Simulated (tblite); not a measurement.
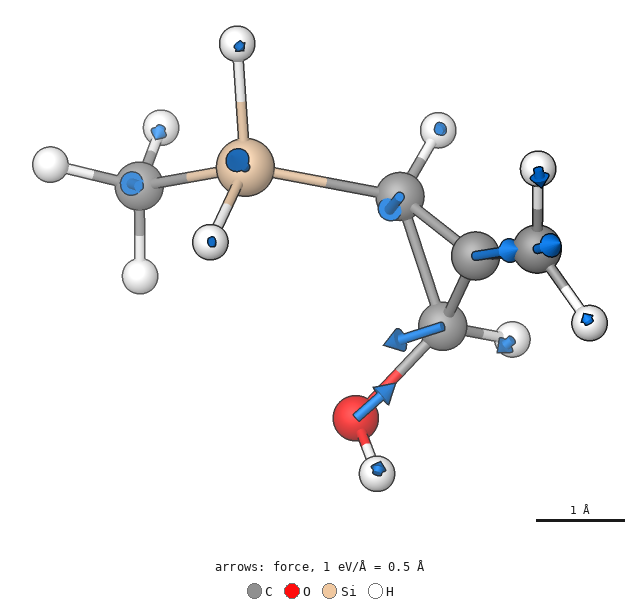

Starting geometry of C5H10OSi with the computed forces as blue arrows. A ball-and-stick model, seen at a tilt.

These are results of GFN2-xTB geometry optimisation, gas phase in tblite 0.8.0, not measurements. 

Is this structure relaxed? If not, where do the atoms go?

Answer. It isn't relaxed: the largest force vector, on a C atom, is 2.05 eV/Å. The final displacements have little in common with the starting forces (cosine between the two patterns 0.27). An H atom moves most after the best rigid fit: 0.21 Å. Largest moves by element: H 0.21 Å, O 0.21 Å, C 0.12 Å, Si 0.05 Å. Near-neighbour distances that change, for instance: C–C 1.568 → 1.517 Å, C–C 1.422 → 1.467 Å, C–Si 1.853 → 1.896 Å, C–O 1.442 → 1.401 Å. Bond angles that change, for instance: C–C–C 67.0° → 62.4°, C–C–H 114.5° → 118.6°, C–C–Si 119.9° → 116.0°. The energy falls by 0.247 eV in 73 geometry steps.
